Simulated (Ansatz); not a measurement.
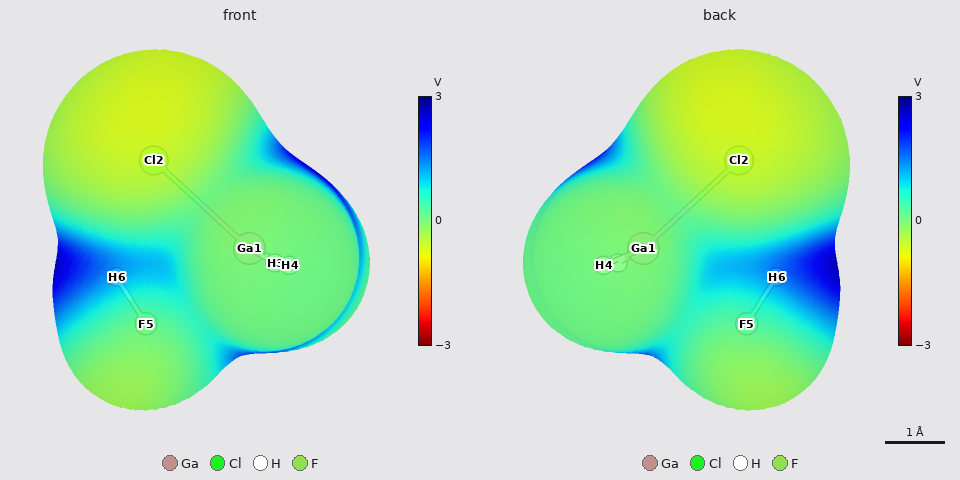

The picture shows: ClGaH$_{2}$···HF. The molecular electrostatic potential painted on the density surface at 0.002 e/bohr³, seen from the front and from behind; the colour scale runs from red (negative) to blue (positive).

All numbers below come from Ansatz, RKS PBE0/def2-SVP.

The calculation's input:

```
crystal:
  periodic: [false, false, false]
  atoms:
    - { symbol: Ga, position_ang: [-0.003566, 0.25742, -0.040881] }
    - { symbol: Cl, position_ang: [-0.004494, 0.453553, 2.17561] }
    - { symbol: H, position_ang: [1.422063, 0.294683, -0.66295] }
    - { symbol: H, position_ang: [-1.432583, 0.229675, -0.656013] }
    - { symbol: F, position_ang: [0.086807, -2.477694, 0.886335] }
    - { symbol: H, position_ang: [0.077773, -2.069137, 1.717599] }
basis:
  gaussian: { orbitals: def2-SVP }
hamiltonian:
  xc: pbe0
relax:
  f_tol: 0.03
  max_steps: 50
output:
  orbitals: {}
```

Launched as:

```sh
ansatz run input.yaml --threads 1 --pin off --max-ram 2048MiB --backend cpu --events-out ev --progress --plain --runs-dir out
```

The fields are those of the run's last geometry, not of the input's.

Question: Where is the surface potential most negative and most positive?

Answer: The most negative region (about −0.7 V) lies over Cl2, the most positive (about +2.5 V) over Ga1 and H6.
